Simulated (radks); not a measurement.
The tungsten ion W³⁺ in the configuration [Kr] 4d10 4f14 5s2 5p5 5d3 6s1 (high spin). The calculation used the in-house radial solver radks at this level: scalar-relativistic Kohn-Sham, PBEsol, spin-polarised, spherical densities, finite nucleus.

```
Z 74
configuration [Kr] 4d10 4f14 5s2 5p5 5d3 6s1 6p0 7s0
relativity scalar-relativistic
functional pbe_sol,pbe_sol
spin polarised
nucleus finite rms 5.3658 fm
c 137.035999084
```

Wanted: the number of electrons inside radius r (solid) and the radial density 4πr²ρ (dashed).

The count levels off at 71 electrons. Half of them lie within 0.378 bohr, 90 % within 1.19 bohr and 99 % within 2.59 bohr. The radial density has minima at 0.0240, 0.102 and 0.295 bohr, where the count stands at 1.9, 11.1 and 29.9; these part the shells that the density resolves.

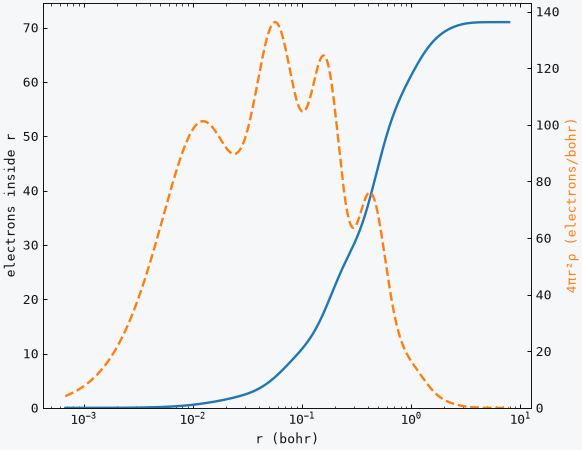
